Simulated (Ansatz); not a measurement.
# C4H12Sn: the cost of one run

The runs use Ansatz 0.2.0, Gaussian basis; one geometry, several basis sets.

Plan: PBE0-D4/def2-SVP; ωB97M-V/def2-SVP; PBE0-D4/def2-QZVPP; ωB97M-V/def2-QZVPP; the functionals' def2-TZVPP values are taken from earlier runs.

## (1) Structure used throughout

An earlier PBE0-D4 in a triple-zeta def2 set relaxation fixed the geometry. Sn takes the def2 core potential; no spin-orbit term is included.

SMILES `C[C](C)(C)[SnH3]`, 17 atoms, charge 0, spin multiplicity 1.

Atoms are counted from 1 here; the program's logs count them from 0.

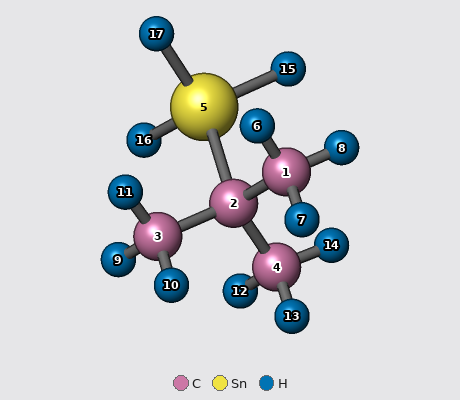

The structure; carbon pink, tin yellow, hydrogen blue; atoms are numbered from 1 in the order of the file.

## (2) PBE0-D4 in def2-SVP

File in.yaml:

```yaml
crystal:
  periodic: [false, false, false]
  atoms:
    - {symbol: C, position_ang: [0.680663, 1.112257, -0.915847]}
    - {symbol: C, position_ang: [0.064380, -0.062297, -0.167865]}
    - {symbol: C, position_ang: [1.115151, -1.137717, 0.073176]}
    - {symbol: C, position_ang: [-1.098658, -0.637358, -0.965061]}
    - {symbol: Sn, position_ang: [-0.676845, 0.639136, 1.753222]}
    - {symbol: H, position_ang: [1.521421, 1.550405, -0.370730]}
    - {symbol: H, position_ang: [1.061659, 0.777646, -1.890204]}
    - {symbol: H, position_ang: [-0.047765, 1.905436, -1.106373]}
    - {symbol: H, position_ang: [0.706045, -1.998592, 0.609383]}
    - {symbol: H, position_ang: [1.502601, -1.504676, -0.886890]}
    - {symbol: H, position_ang: [1.967267, -0.758585, 0.644309]}
    - {symbol: H, position_ang: [-1.566079, -1.484959, -0.456020]}
    - {symbol: H, position_ang: [-0.742984, -0.997448, -1.939913]}
    - {symbol: H, position_ang: [-1.873849, 0.109743, -1.157221]}
    - {symbol: H, position_ang: [-1.873884, 1.840868, 1.516830]}
    - {symbol: H, position_ang: [-1.363941, -0.662154, 2.629250]}
    - {symbol: H, position_ang: [0.605718, 1.307796, 2.670255]}
basis:
  gaussian: {orbitals: def2-SVP}
hamiltonian: {xc: pbe0, dispersion: d4}
output: {orbitals: {seedname: orbitals}}
```

The run is started by

```
> ansatz run in.yaml --threads 4 --pin off --events-out ev --progress --plain --max-ram 11315MiB
```

**Question.** How long does this run take on 4 threads of Arm Neoverse N1, shared host, and how much memory does it need?

About 3.3 s, with a peak of 0.39 GiB.
